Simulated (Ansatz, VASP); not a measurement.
# Cross-check of Mo2N between VASP and Ansatz, part 3 of 3

Wanted: the spread between two codes on one cell, functional and k mesh.  Valence electrons are named where the data sets of a main pair hold unlike numbers.

VASP 6.6.1 and Ansatz 0.2.0.

So far. Step 3 (Ansatz: single point, LDA): The run ends at a pressure of -4.33 GPa, with forces up to 0.16 eV/Å.

### Step 10. VASP: single point, LDA, spin-orbit coupling (continued)

Level of this step: LDA, spin-orbit coupling, no spin polarisation; plane waves and PAW (Mo_sv, N) (VASP).

Numbers of over 12 decimals in the logs are rounded to 6 here.

From OUTCAR (step 10):

```text
  Total       -1.2738834     -1.2738834     -1.2700762      0.0000000      0.0000000      0.0000000
  in kB      -28.9255536    -28.9255536    -28.8391056      0.0000000      0.0000000      0.0000000
  external PRESSURE =     -28.8967376 kB  Pullay stress =       0.0000000 kB

 POSITION                                       TOTAL-FORCE (eV/Angst)
 -----------------------------------------------------------------------------------
      0.00000      0.00000      2.06400         0.000000     -0.000000      0.171011
      2.10000      0.00000      0.06400        -0.000000      0.000000      0.171011
      2.10000      0.00000      3.93600        -0.000000      0.000000     -0.171011
      0.00000      0.00000      5.93600         0.000000     -0.000000     -0.171011
      0.00000      0.00000      0.00000        -0.000000     -0.000000     -0.000000
     -0.00000      2.10000      2.00000        -0.000000     -0.000000     -0.000000
 -----------------------------------------------------------------------------------
    total drift:                                0.000000     -0.000000      0.000000

  FREE ENERGIE OF THE ION-ELECTRON SYSTEM (eV)
  ---------------------------------------------------
  free  energy   TOTEN  =       -69.8661519007 eV

  energy  without entropy=      -69.8661519007  energy(sigma->0) =      -69.86615190

 magnetization (x)
# of ion       s       p       d       tot
------------------------------------------
    1        0.000  -0.000  -0.000  -0.000
    2       -0.000  -0.000  -0.000  -0.000
    3        0.000  -0.000  -0.000  -0.000
    4       -0.000  -0.000  -0.000  -0.000
    5        0.000  -0.000   0.000  -0.000
    6        0.000  -0.000   0.000  -0.000
--------------------------------------------------
tot          0.000  -0.000  -0.000  -0.000

 magnetization (y)
# of ion       s       p       d       tot
------------------------------------------
    1        0.000   0.000   0.000   0.000
    2       -0.000   0.000   0.000   0.000
    3        0.000   0.000   0.000   0.000
    4        0.000   0.000   0.000   0.000
    5       -0.000   0.000   0.000  -0.000
    6       -0.000   0.000   0.000  -0.000
--------------------------------------------------
tot         -0.000   0.000   0.000   0.000

 magnetization (z)
# of ion       s       p       d       tot
------------------------------------------
    1       -0.000   0.000   0.000   0.000
    2        0.000  -0.000   0.000   0.000
    3        0.000   0.000   0.000   0.000
    4       -0.000  -0.000   0.000   0.000
    5        0.000   0.000   0.000   0.000
    6       -0.000   0.000   0.000  -0.000
--------------------------------------------------
tot          0.000   0.000   0.000   0.000

[... 2 parts as in an earlier step ...]

[... 1 further part left out ...]
[key lines of the parts left out:]
E-fermi :  13.1646
```

With tetrahedra the forces and stress of a metal are not exact derivatives of the energy.

### Step 11. Ansatz: single point, LDA, spin-orbit coupling

The same cell, functional (in two slightly different forms), mesh and smearing now go to Ansatz, which takes its cutoff from its data sets.

input.yaml reads:

```yaml
crystal:
  lattice:
    - [-2.1, 2.1, 4.0]
    - [2.1, -2.1, 4.0]
    - [2.1, 2.1, -4.0]
  atoms:
    - { symbol: Mo, position: [0.258, 0.258, 0.0] }
    - { symbol: Mo, position: [0.008, 0.508, 0.5] }
    - { symbol: Mo, position: [0.492, 0.992, 0.5] }
    - { symbol: Mo, position: [0.742, 0.742, 0.0] }
    - { symbol: "N", position: [0.0, 0.0, 0.0] }
    - { symbol: "N", position: [0.75, 0.25, 0.5] }
hamiltonian:
  xc: lda
  pseudopotentials: { kind: paw_fr }
magnetization:
  noncollinear: true
  spin_orbit: true
kpoints:
  mp_grid: { grid: [9, 9, 9] }
scf:
  occupations: { method: tetrahedron }
output:
  forces: true
  stress: true
```

Launch:

```bash
ansatz run input.yaml --threads 4 --pin off --max-ram 9216MiB --backend cpu --events-out ev --progress --plain --runs-dir out
```

The log of the run:

```text
Warning: output.forces, output.stress, relax.cell or npt_langevin: where a Kohn–Sham band that disperses or a degenerate level is filled in part under the method tetrahedron, the forces or the stress that this run publishes need not agree with its energy (scf.occupations.method in the input reference, under Limitations); prefer a smearing scheme for the forces or the stress
[...]
k-point 1: bands = [... 62 lower, 20.2053, 20.2053, 20.5307, 20.5307, 20.5635, 20.5635, 21.8590, 21.8590, ... 10 higher]
  k-point 2: bands = [... 62 lower, 19.7987, 19.7987, 20.8574, 20.8574, 21.2240, 21.2240, 21.3353, 21.3353, ... 10 higher]
  k-point 74: bands = [... 62 lower, 21.2174, 21.2174, 21.2749, 21.2749, 21.2850, 21.2850, 22.0270, 22.0270, ... 10 higher]
[key lines of the parts left out:]
SCF converged after 8 iterations
Magnetization: |M| = 0.0000 μB,  M = (+0.0000, +0.0000, +0.0000) μB
Free energy (F): -20126.381843 eV
Fermi energy:    21.178657 eV
P = ⅓ Tr σ = -4.3019 GPa (-43.019 kbar)
```

Wall time 19 s (4 threads of Arm Neoverse V1, shared host); peak memory 1 GiB.

The run ends at a pressure of -4.30 GPa, with forces up to 0.13 eV/Å.

### Step 12. Differences

The two programs side by side:

| quantity | Ansatz | VASP | difference |
| --- | --- | --- | --- |
| pressure (GPa) | -4.30 | -2.89 | -1.41 |
| pressure without Ansatz's Pulay correction (GPa) | -4.63 | -2.89 | -1.74 |

Forces (eV/Å; atoms numbered as in POSCAR):

```csv
atom,"Ansatz x, y, z","VASP x, y, z"
Mo1,"0.000, 0.000, 0.133","0.000, 0.000, 0.171"
Mo2,"0.000, 0.000, 0.133","0.000, 0.000, 0.171"
Mo3,"0.000, 0.000, -0.133","0.000, 0.000, -0.171"
Mo4,"0.000, 0.000, -0.133","0.000, 0.000, -0.171"
N5,"0.000, 0.000, 0.000","0.000, 0.000, 0.000"
N6,"0.000, 0.000, 0.000","0.000, 0.000, 0.000"
```

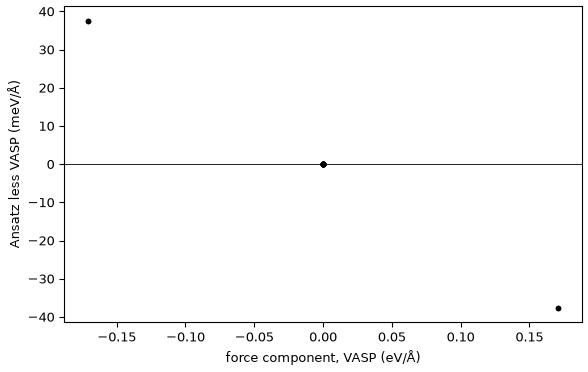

Difference of the force components against their size.

The forces differ by 18 meV/Å r.m.s., which is 22.0 % of the r.m.s. force of 0.081 eV/Å (both taken over all components). Ansatz's pressure holds a Pulay correction of 0.33 GPa; VASP's holds none.

### Step 13. Further runs

Further runs change the set-up of one program: Ansatz's method, potentials or start, or VASP's data sets, cutoff or form of LDA. The table gives Ansatz less VASP for each quantity, since a change that brings one quantity closer may part another.

| run | r.m.s. force difference (meV/Å) | pressure (GPa) | pressure without Ansatz's Pulay correction (GPa) |
| --- | --- | --- | --- |
| as above | 18 | -1.4 | -1.7 |
| cores kept as stored | 14 | -1.2 | -1.6 |
| Ansatz's larger PAW set (cutoff 900 eV) | 17 | -1.3 | -1.5 |

### Step 14. What came out

| Item | Value |
| --- | --- |
| r.m.s. force difference (single point, LDA) | 15 meV/Å |
| difference in pressure (single point, LDA) | -1.4 GPa |
| r.m.s. force difference (band structure, LDA, spin-orbit coupling) | 16 meV/Å |
| difference in pressure (band structure, LDA, spin-orbit coupling) | -1.4 GPa |
| r.m.s. force difference (single point, LDA, spin-orbit coupling) | 18 meV/Å |
| difference in pressure (single point, LDA, spin-orbit coupling) | -1.4 GPa |

In words: The r.m.s. force difference is 18 meV/Å (single point, LDA, spin-orbit coupling), beyond the 12 meV/Å picked in this series as the mark of a large difference. By the marks of this series, far apart in the single point, LDA pair: the r.m.s. force difference, 15 meV/Å and the difference in pressure, -1.4 GPa. Single point, LDA, norm-conserving potentials (cutoff 1143 eV): the difference in pressure goes from -1.4 to -0.74 GPa. By the marks of this series, far apart in the band structure, LDA, spin-orbit coupling pair: the r.m.s. force difference, 16 meV/Å and the difference in pressure, -1.4 GPa. For band structure, LDA, spin-orbit coupling, no further run moves any of the tabulated differences by more than a quarter of its size. By the marks of this series, far apart in the single point, LDA, spin-orbit coupling pair: the r.m.s. force difference, 18 meV/Å and the difference in pressure, -1.4 GPa. 8 further runs of this series are not shown here. How closely two codes agree says nothing of how well the functional describes the real material.

[Lines on the potential files, build, host, timing and source positions are cut from VASP's logs without a mark.]

[Logs are printed without paths, hosts, clocks, repeated set-up lines and the standing remarks that a program may print on its own settings, such as how far it seeks lower states.]

[Hosts, paths, dates, database ids (printed as entryN), source tags and the programs' standing remarks are cut or masked in the printed files.]
